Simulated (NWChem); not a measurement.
# A workflow on the pair BNH2ClF···BClF2

Aim: the energy (singlet B2NH2Cl2F3, PBE-D3(0)/pcseg-1), then the energy (singlet BNH2ClF, PBE-D3(0)/pcseg-1), then the energy (singlet BClF2, PBE-D3(0)/pcseg-1), then a single-point energy (singlet BNH2ClF, PBE-D3(0)/pcseg-1), then a single-point energy (singlet BClF2, PBE-D3(0)/pcseg-1) of B2Cl2F3H2N and its partners. 

The results are computed with NWChem 7.3.0.

## Step 1: The system as given

The species is B2NH2Cl2F3 (10 atoms), meant as a singlet with charge 0. The two molecules were placed rigidly side by side, at 1 times their contact distance; the pair isn't optimised.

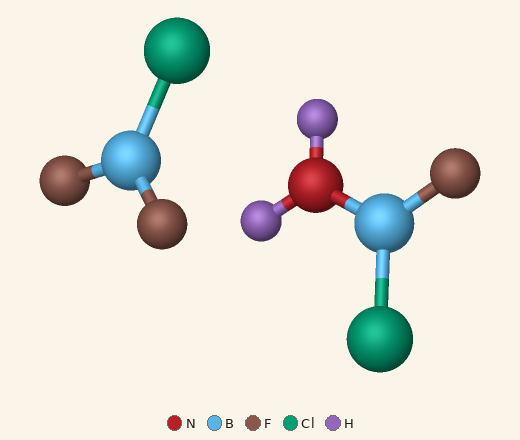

The structure, seen from a chosen angle (nitrogen red, boron blue, fluorine brown, chlorine teal, hydrogen purple).

## Step 2: A single-point energy at PBE-D3(0)/pcseg-1 (run 1)

Input file b2cl2f3h2n.nw:

```
start b2cl2f3h2n
memory stack 880 mb heap 220 mb global 1100 mb

geometry noautosym nocenter noautoz
   N    -0.003250    0.781330    0.033200
   B     0.047850   -0.604770    0.070400
   F     0.557750   -1.235070    1.122300
   Cl   -0.559650   -1.578170   -1.271500
   H    -0.381450    1.289530   -0.744900
   H     0.338750    1.347130    0.790500
   F    -3.494040    2.543340   -0.270470
   B    -3.400220    1.519080    0.541540
   F    -3.784030    0.338600    0.122060
   Cl   -2.775650    1.723710    2.152300
end

basis "ao basis" spherical bse
   * library pcseg-1
end

dft
   xc xpbe96 cpbe96
   disp vdw 3
   grid fine
   convergence energy 1e-08
   iterations 100
   mulliken
   print low
end

task dft
```

On the command line:

```sh
$ nwchem b2cl2f3h2n.nw > b2cl2f3h2n.out
```

The log of the run:

```text
[...]
 d= 0,ls=0.0,diis     1  -1324.8036004995 -1.80D+03  1.44D-02  1.73D+00     7.9
[...]
 d= 0,ls=0.0,diis    11  -1324.9929297129 -1.72D-09  1.52D-07  1.13D-09    67.3
         Total DFT energy =    -1324.992929712904
      One electron energy =    -2778.397952146633
           Coulomb energy =     1080.618378697829
    Exchange-Corr. energy =     -102.985250654550
 Nuclear repulsion energy =      475.775809473061
    Dispersion correction =       -0.003915082612
[...]
      Total Density - Mulliken Population Analysis
     ---------------------------------------------
    Atom       Charge   Shell Charges
 -----------   ------   -------------------------------------------------------
    1 N    7     7.35   1.99  0.81  0.58  2.57  1.39  0.01
    2 B    5     4.57   1.99  0.62  0.04  1.58  0.21  0.12
    3 F    9     9.20   2.00  0.95  0.94  3.45  1.86  0.01
    4 Cl  17    17.26   2.00  1.99  1.26  0.70  5.99  3.86  1.44  0.02
    5 H    1     0.80   0.72  0.04  0.04
    6 H    1     0.80   0.72  0.05  0.04
    7 F    9     9.17   2.00  0.96  0.93  3.45  1.83  0.01
    8 B    5     4.48   1.99  0.61  0.01  1.51  0.19  0.16
    9 F    9     9.17   2.00  0.96  0.93  3.44  1.83  0.01
   10 Cl  17    17.20   2.00  1.99  1.26  0.69  5.99  3.86  1.39  0.03
[...]
```

It took 68 s on 1 thread of AMD EPYC, shared host; peak memory 0.12 GiB.

## Step 3: BNH2ClF: the energy at PBE-D3(0)/pcseg-1 (run 2)

Input file job.nw:

```
START job
memory stack 880 mb heap 220 mb global 1100 mb
charge 0

GEOMETRY units angstrom noautosym nocenter noautoz
N     -0.003250     0.781330     0.033200
B      0.047850    -0.604770     0.070400
F      0.557750    -1.235070     1.122300
Cl    -0.559650    -1.578170    -1.271500
H     -0.381450     1.289530    -0.744900
H      0.338750     1.347130     0.790500
END

BASIS spherical bse
* library pcseg-1
END

DFT
xc xpbe96 cpbe96
disp vdw 3
grid fine
convergence energy 1e-08
iterations 100
mulliken
print low
END

TASK dft energy
```

On the command line:

```sh
$ nwchem job.nw > job.out
```

The log of the run:

```text
[...]
 d= 0,ls=0.0,diis     1   -640.4828552706 -7.84D+02  1.70D-02  7.57D-01     2.3
[...]
 d= 0,ls=0.0,diis    10   -640.5652257904 -4.98D-09  5.01D-07  1.61D-09    16.7
         Total DFT energy =     -640.565225790427
      One electron energy =    -1168.328688574656
           Coulomb energy =      434.730944076624
    Exchange-Corr. energy =      -50.115253589441
 Nuclear repulsion energy =      143.149004919417
    Dispersion correction =       -0.001232622371
[...]
      Total Density - Mulliken Population Analysis
     ---------------------------------------------
    Atom       Charge   Shell Charges
 -----------   ------   -------------------------------------------------------
    1 N    7     7.33   1.99  0.81  0.57  2.57  1.38  0.01
    2 B    5     4.58   1.99  0.62  0.05  1.58  0.21  0.12
    3 F    9     9.21   2.00  0.95  0.94  3.45  1.86  0.01
    4 Cl  17    17.26   2.00  1.99  1.26  0.70  5.99  3.86  1.45  0.02
    5 H    1     0.81   0.72  0.05  0.04
    6 H    1     0.81   0.72  0.05  0.04
[...]
```

It took 18 s on 1 thread of AMD EPYC, shared host; peak memory 0.12 GiB.

## Step 4: BClF2: the energy at PBE-D3(0)/pcseg-1 (run 3)

Input file job.nw:

```
start job
title "BClF2"
memory stack 880 mb heap 220 mb global 1100 mb
charge 0
geometry units angstroms noautosym nocenter noautoz
F       -3.494040       2.543340      -0.270470
B       -3.400220       1.519080       0.541540
F       -3.784030       0.338600       0.122060
Cl      -2.775650       1.723710       2.152300
end
basis spherical bse
* library pcseg-1
end
dft
xc xpbe96 cpbe96
mult 1
disp vdw 3
grid fine
convergence energy 1e-08
maxiter 100
mulliken
noprint "final vectors analysis"
end
task dft energy
```

On the command line:

```sh
$ nwchem job.nw > job.out
```

The log of the run:

```text
[...]
          Wavefunction type:  closed shell.
          No. of atoms     :     4
          No. of electrons :    40
[...]
          Charge           :     0
          Spin multiplicity:     1
[...]
          AO basis - number of functions:    60
[...]
              XC Information
              --------------
          PerdewBurkeErnzerhof Exchange Functional  1.000
            Perdew 1991 LDA Correlation Functional  1.000 local
           PerdewBurkeErnz. Correlation Functional  1.000 non-local
[...]
 d= 0,ls=0.0,diis     1   -684.3179245999 -8.26D+02  2.31D-02  9.63D-01     1.6
[...]
 d= 0,ls=0.0,diis    10   -684.4240036495 -2.16D-09  3.74D-07  5.26D-10    10.6
         Total DFT energy =     -684.424003649500
      One electron energy =    -1229.429288134164
           Coulomb energy =      455.739978991099
    Exchange-Corr. energy =      -52.870735102399
 Nuclear repulsion energy =      142.136446303996
    Dispersion correction =       -0.000405708032
[...]
      Total Density - Mulliken Population Analysis
     ---------------------------------------------
    Atom       Charge   Shell Charges
 -----------   ------   -------------------------------------------------------
    1 F    9     9.17   2.00  0.96  0.93  3.45  1.83  0.01
    2 B    5     4.47   1.99  0.61  0.01  1.51  0.18  0.16
    3 F    9     9.17   2.00  0.96  0.93  3.45  1.83  0.01
    4 Cl  17    17.19   2.00  1.99  1.26  0.69  5.99  3.86  1.38  0.03
[...]
```

Wall time 11 s (1 thread of AMD EPYC, shared host); peak memory 0.12 GiB.

## Step 5: BNH2ClF among ghost functions: a single-point energy at PBE-D3(0)/pcseg-1 (with ghost functions) (run 4)

Input file work.nw:

```
start work
title "BClFH2N energy"
memory total 2200 mb

geometry units angstrom noautosym nocenter noautoz
N     -0.003250     0.781330     0.033200
B      0.047850    -0.604770     0.070400
F      0.557750    -1.235070     1.122300
Cl    -0.559650    -1.578170    -1.271500
H     -0.381450     1.289530    -0.744900
H      0.338750     1.347130     0.790500
bqF     -3.494040     2.543340    -0.270470
bqB     -3.400220     1.519080     0.541540
bqF     -3.784030     0.338600     0.122060
bqCl    -2.775650     1.723710     2.152300
end

basis spherical bse
N library pcseg-1
B library pcseg-1
F library pcseg-1
Cl library pcseg-1
H library pcseg-1
bqF library F pcseg-1
bqB library B pcseg-1
bqCl library Cl pcseg-1
end

dft
xc xpbe96 cpbe96
disp vdw 3
grid fine
convergence energy 1e-08
maxiter 100
mulliken
print low
end

task dft energy
```

On the command line:

```sh
$ nwchem work.nw > work.out
```

The log of the run:

```text
[...]
 d= 0,ls=0.0,diis     1   -640.4835719788 -7.84D+02  9.26D-03  7.58D-01     6.8
[...]
 d= 0,ls=0.0,diis    10   -640.5661091456 -5.02D-09  2.66D-07  1.42D-09    57.2
         Total DFT energy =     -640.566109145593
      One electron energy =    -1168.294022715334
           Coulomb energy =      434.692740405865
    Exchange-Corr. energy =      -50.112599133169
 Nuclear repulsion energy =      143.149004919417
    Dispersion correction =       -0.001232622371
[...]
      Total Density - Mulliken Population Analysis
     ---------------------------------------------
    Atom       Charge   Shell Charges
 -----------   ------   -------------------------------------------------------
    1 N    7     7.34   1.99  0.81  0.58  2.57  1.38  0.01
    2 B    5     4.57   1.99  0.62  0.04  1.58  0.21  0.12
    3 F    9     9.21   2.00  0.95  0.94  3.45  1.86  0.01
    4 Cl  17    17.26   2.00  1.99  1.25  0.70  5.99  3.86  1.44  0.02
    5 H    1     0.80   0.72  0.04  0.04
    6 H    1     0.81   0.72  0.05  0.04
    7 X    0    -0.00   0.00  0.00 -0.00 -0.00 -0.00 -0.00
    8 X    0     0.01  -0.00 -0.00  0.01 -0.00  0.01 -0.00
    9 X    0    -0.00   0.00  0.00 -0.00 -0.00  0.00  0.00
   10 X    0     0.00   0.00  0.00 -0.00 -0.00 -0.00 -0.00  0.00  0.00
[...]
```

Wall time 58 s (1 thread of AMD EPYC, shared host); peak memory 0.13 GiB.

## Step 6: BClF2 among ghost functions: the energy at PBE-D3(0)/pcseg-1 (with ghost functions) (run 5)

Input file geom.nw:

```
start geom
title "BClF2 energy"
memory total 2200 mb

geometry units bohr noautosym nocenter noautoz
  F   -6.60277867   4.80621604  -0.51111422
  B   -6.42548456   2.87064516   1.02336229
  F   -7.15078035   0.63986127   0.23065997
  Cl  -5.24521832   3.25733982   4.06725754
  bqN     -0.006142     1.476500     0.062739
  bqB      0.090423    -1.142850     0.133037
  bqF      1.053995    -2.333944     2.120840
  bqCl    -1.057585    -2.982309    -2.402787
  bqH     -0.720836     2.436859    -1.407657
  bqH      0.640145     2.545707     1.493829
end

basis "ao basis" spherical bse
  F library pcseg-1
  B library pcseg-1
  Cl library pcseg-1
  bqN library N pcseg-1
  bqB library B pcseg-1
  bqF library F pcseg-1
  bqCl library Cl pcseg-1
  bqH library H pcseg-1
end

dft
  xc xpbe96 cpbe96
  disp vdw 3
  grid fine
  convergence energy 1e-08
  maxiter 100
  mulliken
  print low
end

task dft energy
```

On the command line:

```sh
$ nwchem geom.nw > geom.out
```

The log of the run:

```text
[...]
 d= 0,ls=0.0,diis     1   -684.3184301877 -8.26D+02  1.08D-02  9.64D-01     6.6
[...]
 d= 0,ls=0.0,diis    10   -684.4246141692 -3.47D-09  1.96D-07  1.03D-09    54.3
         Total DFT energy =     -684.424614169241
      One electron energy =    -1229.414100750135
           Coulomb energy =      455.722730286136
    Exchange-Corr. energy =      -52.869274161031
 Nuclear repulsion energy =      142.136436164003
    Dispersion correction =       -0.000405708214
[...]
      Total Density - Mulliken Population Analysis
     ---------------------------------------------
    Atom       Charge   Shell Charges
 -----------   ------   -------------------------------------------------------
    1 F    9     9.17   2.00  0.96  0.93  3.45  1.83  0.01
    2 B    5     4.46   1.99  0.61  0.00  1.51  0.18  0.16
    3 F    9     9.17   2.00  0.96  0.93  3.45  1.83  0.01
    4 Cl  17    17.19   2.00  1.99  1.26  0.69  5.99  3.86  1.38  0.03
    5 X    0    -0.00  -0.00  0.00  0.00  0.00 -0.00 -0.00
    6 X    0     0.00  -0.00 -0.00  0.00 -0.00  0.00 -0.00
    7 X    0    -0.00   0.00  0.00 -0.00 -0.00 -0.00 -0.00
    8 X    0    -0.00  -0.00 -0.00  0.00 -0.00 -0.00 -0.00  0.00 -0.00
    9 X    0     0.00  -0.00  0.00 -0.00
   10 X    0     0.00   0.00  0.00  0.00
[...]
```

Wall time 55 s (1 thread of AMD EPYC, shared host); peak memory 0.12 GiB.

## Step 7: Summary of results

| quantity | value |
| --- | --- |
| run 1, PBE-D3(0)/pcseg-1: total energy | -1324.99293 Eh |
| run 1, PBE-D3(0)/pcseg-1: dispersion energy | -10.28 kJ/mol |
| BNH2ClF: total energy | -640.56523 Eh |
| BNH2ClF: dispersion energy | -3.24 kJ/mol |
| BClF2: total energy | -684.42400 Eh |
| BClF2: dipole moment | 0.01 D |
| BClF2: dispersion energy | -1.07 kJ/mol |
| BNH2ClF among ghost functions: total energy | -640.56611 Eh |
| BNH2ClF among ghost functions: dispersion energy | -3.24 kJ/mol |
| BClF2 among ghost functions: total energy | -684.42461 Eh |
| BClF2 among ghost functions: dispersion energy | -1.07 kJ/mol |
| interaction energy of the rigid parts BNH2ClF and BClF2 (parts in their own basis; closest atoms 3.29 Å apart) | -0.101 eV |
| interaction energy of the rigid parts BNH2ClF and BClF2 (parts in the whole basis, counterpoise; closest atoms 3.29 Å apart) | -0.060 eV |

**Reading.** The interaction energy of the rigid parts BNH2ClF and BClF2 (parts in their own basis; closest atoms 3.29 Å apart) is −0.10 eV (−2.3 kcal/mol): the parts attract. Without counterpoise this holds the superposition error of the basis. The interaction energy of the rigid parts BNH2ClF and BClF2 (parts in the whole basis, counterpoise; closest atoms 3.29 Å apart) is −0.06 eV (−5.8 kJ/mol): the parts attract. The basis-set superposition error is 3.9 kJ/mol. Mulliken charges (run 1, PBE-D3(0)/pcseg-1) run from -0.35 on N1 to +0.52 on B8; they depend strongly on the basis.
